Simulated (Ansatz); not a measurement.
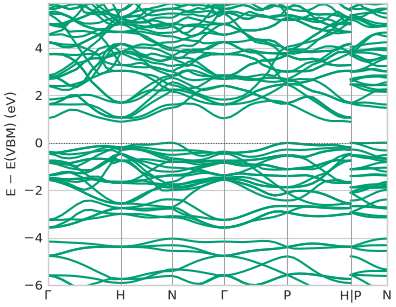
Band structure from PBE (plane waves, PAW; program Ansatz)

Question: Read off the gap and where the band edges lie.

Answer: About 0.9 eV (0.88 eV by a search for the band edges); maximum at N, minimum at H.

The material is Ge in space group I-43m (No. 217; Ge on 2a, Ge on 8c, Ge on 12d, Ge on 24g).

The start of the workflow was typed in or built on a structure type; neither database checked (COD, Materials Project) lists it. It is not the phase usual at ambient conditions (space group No. 227). Symmetry was held in the PBE relaxation; whether a distortion lowers the energy is not shown. Spin–orbit coupling is left out wherever it is not named.

Potentials: the later of the program's two PAW sets.
